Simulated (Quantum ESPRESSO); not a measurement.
# CoSi: which magnetic order is lowest, part 2 of 2

Does CoSi prefer parallel or opposed moments?

Quantum ESPRESSO 7.5; PBEsol; plane waves with GBRV 1.5 PBEsol potentials, no spin-orbit coupling.

So far: Set-up; Run 1, typed as ferro ++++.

The database entry behind the starting cell differs from later determinations by our own check (0.1 to 0.3 % short, probably kX units), so it need not match the best structure at ambient conditions.

## (3) Run 2 (antiferro ++−−)

pw.in reads:

```
&CONTROL
  calculation = 'scf'
  prefix = 'pwscf'
  outdir = './tmp'
  pseudo_dir = './pseudo'
  disk_io = 'nowf'
/
&SYSTEM
  ibrav = 0
  celldm(1) = 8
  nat = 8
  ntyp = 3
  ecutwfc = 40
  ecutrho = 280
  nbnd = 55
  occupations = 'smearing'
  smearing = 'fd'
  degauss = 0.00734986
  nspin = 2
  starting_magnetization(1) = 0.1176
  starting_magnetization(2) = -0.1176
  starting_magnetization(3) = 0
/
&ELECTRONS
  conv_thr = 1.6d-08
  electron_maxstep = 150
  mixing_beta = 0.3
/
ATOMIC_SPECIES
Co1    58.9332 co_pbesol_v1.2.uspp.F.UPF
Co2    58.9332 co_pbesol_v1.2.uspp.F.UPF
Si     28.0850 si_pbesol_v1.uspp.F.UPF
CELL_PARAMETERS alat
   1.0483255676361    0.0000000000000    0.0000000000000
   0.0000000000000    1.0483255676361    0.0000000000000
   0.0000000000000    0.0000000000000    1.0483255676361
ATOMIC_POSITIONS crystal
Co1     0.1400000000    0.1400000000    0.1400000000
Co1     0.3600000000    0.8600000000    0.6400000000
Co2     0.6400000000    0.3600000000    0.8600000000
Co2     0.8600000000    0.6400000000    0.3600000000
Si      0.8430000000    0.8430000000    0.8430000000
Si      0.6570000000    0.1570000000    0.3430000000
Si      0.3430000000    0.6570000000    0.1570000000
Si      0.1570000000    0.3430000000    0.6570000000
K_POINTS automatic
6 6 6 0 0 0
```

Command:

```
> OMP_NUM_THREADS=1 mpirun -n 4 pw.x -nk 4 -in pw.in > pw.out
```

The program printed:

```text
[banner, memory and clock lines left out]
Program PWSCF v.7.5 starts

     Message from routine setup:
     using ibrav=0 with symmetry is DISCOURAGED, use correct ibrav instead

     bravais-lattice index     =            0
     lattice parameter (alat)  =       8.0000  a.u.
     unit-cell volume          =     589.8730 (a.u.)^3
     number of atoms/cell      =            8
     number of atomic types    =            3
     number of electrons       =        84.00
     number of Kohn-Sham states=           55
     kinetic-energy cutoff     =      40.0000  Ry
     charge density cutoff     =     280.0000  Ry
     scf convergence threshold =      1.6E-08
     mixing beta               =       0.3000
     number of iterations used =            8  plain     mixing
     Exchange-correlation= SLA  PW   PSX  PSC
                           (   1   4  10   8   0   0   0)

     celldm(1)=   8.000000  celldm(2)=   0.000000  celldm(3)=   0.000000
     celldm(4)=   0.000000  celldm(5)=   0.000000  celldm(6)=   0.000000

     crystal axes: (cart. coord. in units of alat)
               a(1) = (   1.048326   0.000000   0.000000 )
               a(2) = (   0.000000   1.048326   0.000000 )
               a(3) = (   0.000000   0.000000   1.048326 )

     reciprocal axes: (cart. coord. in units 2 pi/alat)
               b(1) = (  0.953902  0.000000  0.000000 )
               b(2) = (  0.000000  0.953902  0.000000 )
               b(3) = (  0.000000  0.000000  0.953902 )

     PseudoPot. # 1 for Co read from file:
     co_pbesol_v1.2.uspp.F.UPF
     Pseudo is Ultrasoft + core correction, Zval = 17.0

     PseudoPot. # 2 for Co read from file:
     co_pbesol_v1.2.uspp.F.UPF
     Pseudo is Ultrasoft + core correction, Zval = 17.0

     PseudoPot. # 3 for Si read from file:
     si_pbesol_v1.uspp.F.UPF
     Pseudo is Ultrasoft + core correction, Zval =  4.0

     atomic species   valence    mass     pseudopotential
     Co1              17.00    58.93320     Co( 1.00)
     Co2              17.00    58.93320     Co( 1.00)
     Si                4.00    28.08500     Si( 1.00)

     Starting magnetic structure
     atomic species   magnetization
     Co1             0.118
     Co2            -0.118
     Si              0.000

      2 Sym. Ops. (no inversion) found ( 1 have fractional translation)

   Cartesian axes

     site n.     atom                  positions (alat units)
         1        Co1    tau(   1) = (   0.1467656   0.1467656   0.1467656  )
         2        Co1    tau(   2) = (   0.3773972   0.9015600   0.6709284  )
         3        Co2    tau(   3) = (   0.6709284   0.3773972   0.9015600  )
         4        Co2    tau(   4) = (   0.9015600   0.6709284   0.3773972  )
         5        Si     tau(   5) = (   0.8837385   0.8837385   0.8837385  )
         6        Si     tau(   6) = (   0.6887499   0.1645871   0.3595757  )
         7        Si     tau(   7) = (   0.3595757   0.6887499   0.1645871  )
         8        Si     tau(   8) = (   0.1645871   0.3595757   0.6887499  )

     number of k points=    80  Fermi-Dirac smearing, width (Ry)=  0.0073
                       cart. coord. in units 2pi/alat
        k(    1) = (   0.0000000   0.0000000   0.0000000), wk =   0.0046296
        k(    2) = (   0.0000000   0.0000000   0.1589837), wk =   0.0092593
        k(    3) = (   0.0000000   0.0000000   0.3179674), wk =   0.0092593
        k(    4) = (   0.0000000   0.0000000  -0.4769511), wk =   0.0046296
        k(    5) = (   0.0000000   0.1589837   0.1589837), wk =   0.0185185
        [... 75 further k-points ...]

     Dense  grid:    46681 G-vectors     FFT dimensions: (  48,  45,  48)

     Smooth grid:    20197 G-vectors     FFT dimensions: (  36,  36,  36)

     Check: negative core charge=   -0.000027
     Generating pointlists ...
     new r_m :   0.2225 (alat units)  1.7796 (a.u.) for type    1
     new r_m :   0.2225 (alat units)  1.7796 (a.u.) for type    2
     new r_m :   0.2225 (alat units)  1.7796 (a.u.) for type    3

     Initial potential from superposition of free atoms

     starting charge      79.9974, renormalised to      84.0000
     Starting wfcs are   68 randomized atomic wfcs

     Self-consistent Calculation

     iteration #  1     ecut=    40.00 Ry     beta= 0.30
     Davidson diagonalization with overlap
     ethr =  1.00E-02,  avg # of iterations =  3.3

     total energy              =   -1210.53585008 Ry
     estimated scf accuracy    <      61.33960751 Ry

     total magnetization       =     0.00 Bohr mag/cell
     absolute magnetization    =     3.68 Bohr mag/cell

     iteration #  2     ecut=    40.00 Ry     beta= 0.30
     Davidson diagonalization with overlap
     ethr =  1.00E-02,  avg # of iterations =  3.0

     total energy              =   -1228.49902737 Ry
     estimated scf accuracy    <      47.27763489 Ry

     total magnetization       =     0.00 Bohr mag/cell
     absolute magnetization    =     0.45 Bohr mag/cell

     [... further iterations left out ...]

     iteration # 17     ecut=    40.00 Ry     beta= 0.30
     Davidson diagonalization with overlap
     ethr =  6.29E-11,  avg # of iterations =  3.0

     total energy              =   -1231.74126411 Ry
     estimated scf accuracy    <       0.00000003 Ry

     total magnetization       =     0.00 Bohr mag/cell
     absolute magnetization    =     0.00 Bohr mag/cell

     iteration # 18     ecut=    40.00 Ry     beta= 0.30
     Davidson diagonalization with overlap
     ethr =  3.27E-11,  avg # of iterations =  2.0

     Magnetic moment per site  (integrated on atomic sphere of radius R)
     atom   1 (R=0.222)  charge= 15.2935  magn=  0.0001
     atom   2 (R=0.222)  charge= 15.2935  magn=  0.0001
     atom   3 (R=0.222)  charge= 15.2934  magn=  0.0001
     atom   4 (R=0.222)  charge= 15.2934  magn=  0.0001
     atom   5 (R=0.222)  charge=  1.6995  magn= -0.0000
     atom   6 (R=0.222)  charge=  1.6995  magn= -0.0000
     atom   7 (R=0.222)  charge=  1.6997  magn= -0.0000
     atom   8 (R=0.222)  charge=  1.6997  magn= -0.0000

     End of self-consistent calculation

     Number of k-points >= 100: set verbosity='high' to print the bands.

     the Fermi energy is    16.4554 ev

!    total energy              =   -1231.74126411 Ry
     estimated scf accuracy    <          6.0E-09 Ry
     smearing contrib. (-TS)   =      -0.00581034 Ry
     internal energy E=F+TS    =   -1231.73545377 Ry

     The total energy is F=E-TS. E is the sum of the following terms:
     one-electron contribution =    -812.43328124 Ry
     hartree contribution      =     457.94710283 Ry
     xc contribution           =    -147.47000485 Ry
     ewald contribution        =    -729.77927050 Ry

     total magnetization       =     0.00 Bohr mag/cell
     absolute magnetization    =     0.00 Bohr mag/cell

     convergence has been achieved in  18 iterations
```

Run time: 5.9 min. Hardware: 4 MPI ranks of Arm Neoverse N1, shared host; peak memory 0.8 GiB; 23 min of CPU time.

Spin moment in the atom's sphere by atom:

```
atom  spin moment in the atom's sphere (μB)
 Co1                                 0.0001
 Co2                                 0.0001
 Co3                                 0.0001
 Co4                                 0.0001
 Si5                                 0.0000
 Si6                                 0.0000
 Si7                                 0.0000
 Si8                                 0.0000
```

This step gave:

```yaml
smearing_term_ts: 0.07905 eV
magnetization: 0 μB
absolute_magnetization: 0 μB
final_state: non-magnetic
```

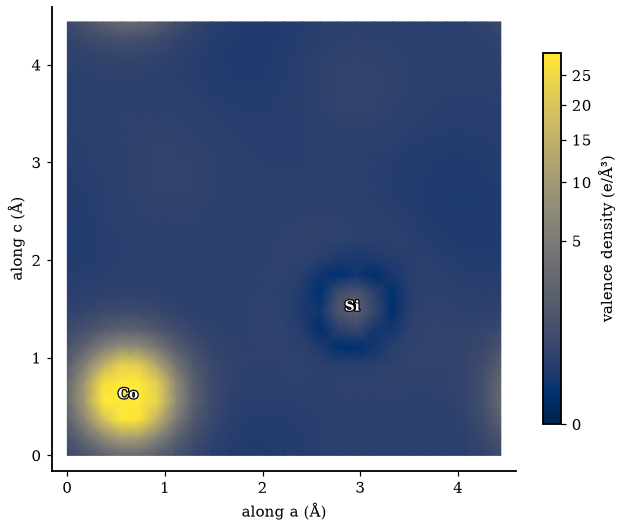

Valence density in the ac plane at fractional y = 0.140, with atoms of Co and Si within 0.2 Å of it. It is the smooth field of the valence electrons, not physical close to the nuclei. The colour scale is stretched toward low values.

## (4) Run 3 (ferri +++−)

Edit pw.in of step 3 so:

```diff
@@ -14,3 +14,3 @@
   ecutrho = 280
-  nbnd = 55
+  nbnd = 57
   occupations = 'smearing'
@@ -39,3 +39,3 @@
 Co1     0.3600000000    0.8600000000    0.6400000000
-Co2     0.6400000000    0.3600000000    0.8600000000
+Co1     0.6400000000    0.3600000000    0.8600000000
 Co2     0.8600000000    0.6400000000    0.3600000000
```

The program printed:

```text
     [... lines left out ...]
Program PWSCF v.7.5 starts
     [... lines left out ...]
     number of atoms/cell      =            8
     [... lines left out ...]
     number of electrons       =        84.00
     number of Kohn-Sham states=           57
     kinetic-energy cutoff     =      40.0000  Ry
     charge density cutoff     =     280.0000  Ry
     scf convergence threshold =      1.6E-08
     [... lines left out ...]
      3 Sym. Ops. (no inversion) found ( 2 have fractional translation)
     [... lines left out ...]
     number of k points=    40  Fermi-Dirac smearing, width (Ry)=  0.0073
     [... lines left out ...]
     iteration # 21     ecut=    40.00 Ry     beta= 0.30
     [... lines left out ...]
     Magnetic moment per site  (integrated on atomic sphere of radius R)
     atom   1 (R=0.222)  charge= 15.2935  magn= -0.0000
     atom   2 (R=0.222)  charge= 15.2935  magn= -0.0000
     atom   3 (R=0.222)  charge= 15.2935  magn= -0.0000
     atom   4 (R=0.222)  charge= 15.2935  magn=  0.0000
     atom   5 (R=0.222)  charge=  1.7000  magn=  0.0000
     atom   6 (R=0.222)  charge=  1.7000  magn=  0.0000
     atom   7 (R=0.222)  charge=  1.7000  magn=  0.0000
     atom   8 (R=0.222)  charge=  1.7000  magn=  0.0000
     [... lines left out ...]
     the Fermi energy is    16.4553 ev
!    total energy              =   -1231.74126421 Ry
     estimated scf accuracy    <          5.3E-10 Ry
     smearing contrib. (-TS)   =      -0.00581033 Ry
     [... lines left out ...]
     total magnetization       =    -0.00 Bohr mag/cell
     absolute magnetization    =     0.00 Bohr mag/cell
     convergence has been achieved in  21 iterations
```

Elapsed: 3.4 min, on 4 MPI ranks; peak memory 0.66 GiB.

The spin moment in the atom's sphere vanishes on all atoms.

Numbers from this step:

| Item | Value |
| --- | --- |
| smearing term TS | 0.07905 eV |
| magnetization | 0 μB |
| absolute magnetization | 0 μB |
| final state | non-magnetic |

## (5) Ranking

An order is kept where moments of 0.15 μB or more survive with the typed signs; meshes match where a doubled cell samples the same k points as the first cell.

Orders:

```
         start   final state  typed order kept  energy over the lowest (meV a seeded atom)  largest site moment (μB)  net moment (μB a cell of the first run)  mesh matched  CPU time (s)
    ferro ++++  non-magnetic                no                                           0                         0                                        0           yes         409.4
antiferro ++--  non-magnetic                no                                           0                         0                                        0           yes          1409
    ferri +++-  non-magnetic                no                                           0                         0                                        0           yes         806.3
```

## (6) What came out

| Quantity | Value |
| --- | --- |
| lowest state found | non-magnetic (from ferro ++++, antiferro ++-- and ferri +++-) |
| largest site moment | 0 μB |

The lowest state carries no moment, and no start kept one. Only these 3 starts were compared; other wavevectors, canted and longer-period orders were not. Energies are free energies at an electronic temperature of 1160 K, which lowers moments and differences where the moments are itinerant.

[Logs and program files are shortened in this print: banners, set-up blocks, solver, clock and traceback lines can be left out without a mark of their own.]

[Logs are printed without paths, hosts, clocks, repeated set-up lines and the standing remarks that a program may print on its own settings, such as how far it seeks lower states.]

[Hosts, paths, dates, database ids (printed as entryN), source tags and the programs' standing remarks are cut or masked in the printed files.]

[Where a cell is said to come from a database of computed structures, the database is the Materials Project.]
